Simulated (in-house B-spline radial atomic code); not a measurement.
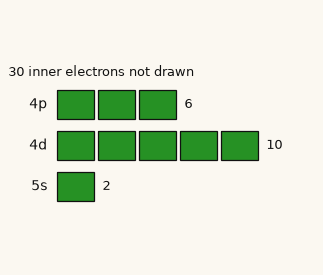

**Figure 1.** The outer shells as the input fills them: a box for each of the 2l + 1 orbitals, shaded by the share of the shell that is filled, with the electron count at the right.

# RPA and GW calculation for Sn²⁺

- system: Sn²⁺, configuration [Kr] 4d10 5s2.
- method: RPA, second-order and SOSEX correlation energies and G0W0 (contour deformation) on a scalar-relativistic (spin-free one-electron X2C) mean field, all electrons, B-spline basis (in-house B-spline radial atomic code)

## Input
```
Z = 50
electrons = 48.0
configuration = [Kr] 4d10 5s2
hamiltonian = x2c
method = pbe0
lmax = 9
rms_radius = 4.6519
spin_polarised = False
box_radius = 17.55
intervals = 69
ion_configuration = [Kr] 4d10 5s1
```

Launched within a batch (the task file carries these settings):
```bash
python <driver script> task.json out
```

The program writes its results to a structured record and prints no log; tables and figures of this report are taken from that record.

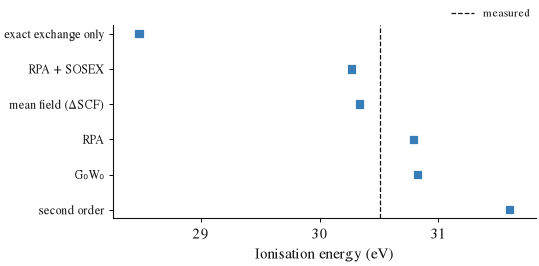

**Figure 2.** Ionisation energy of Sn²⁺ ([Kr] 4d¹⁰ 5s² → [Kr] 4d¹⁰ 5s). All-electron spherical atom, scalar X2C, PBE0 start, no spin-orbit coupling, Breit or QED terms; computed with a B-spline radial code. Differences of total energies, each species on its own start, beside the G₀W₀ level.

```tsv
Method	Ionisation energy (eV)
mean field (ΔSCF)	30.33
exact exchange only	28.48
second order	31.60
RPA	30.79
RPA + SOSEX	30.27
G₀W₀	30.82
```

The values run from 28.48 eV (exact exchange only) to 31.60 eV (second order). The measured value is 30.51 eV; nearest to it come mean field (ΔSCF) (−0.17) and RPA + SOSEX (−0.24), furthest exact exchange only (−2.02 eV).

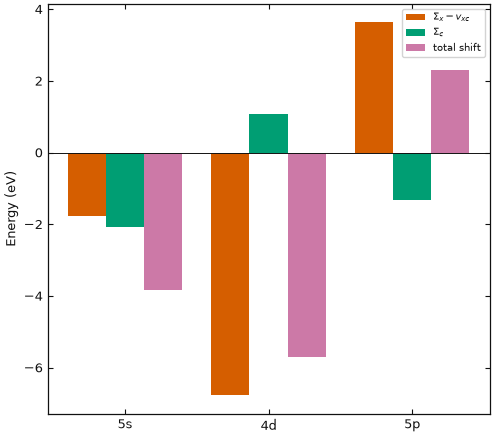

**Figure 3.** Parts of the G₀W₀ correction to each level for Sn²⁺ ([Kr] 4d¹⁰ 5s²). The quasi-particle equation is solved at full frequency; levels of low quasi-particle weight Z are left out. Σ columns are in eV, and Σc holds an estimate for the angular momenta beyond the basis. G₀W₀ moves the highest occupied level, 5s, from −26.98 to −30.82 eV (renormalisation factor Z = 0.95); the measured removal energy is 30.51 eV, so the error is +0.32 eV. The empty level 5p goes from −16.82 to −14.52 eV.

```csv
Level,Mean field (eV),Σx − vxc (eV),Σc (eV),Z,G₀W₀ (eV)
5s,−26.98,−1.77,−2.07,0.95,−30.82
4d,−45.94,−6.77,1.08,0.88,−51.64
5p,−16.82,3.63,−1.33,0.95,−14.52
```

## Key numbers

- outcome: converged
- mean-field total energy: −6175.42669 hartree
- total energy with exact exchange alone: −6173.05870 hartree
- exact exchange energy: −163.49838 hartree
- RPA correlation, extrapolated in the angular momentum of the empty orbitals: −3.73420 hartree
- RPA correlation, as summed: −3.67426 hartree
- direct second-order term: −4.27060 hartree
- second-order exchange term: 1.17745 hartree
- SOSEX term: 1.09051 hartree
- hardware: 1 CPU thread, shared host
- wall time: 12 s

## Notes

Caveats: spin-orbit coupling, Breit and QED terms are absent.
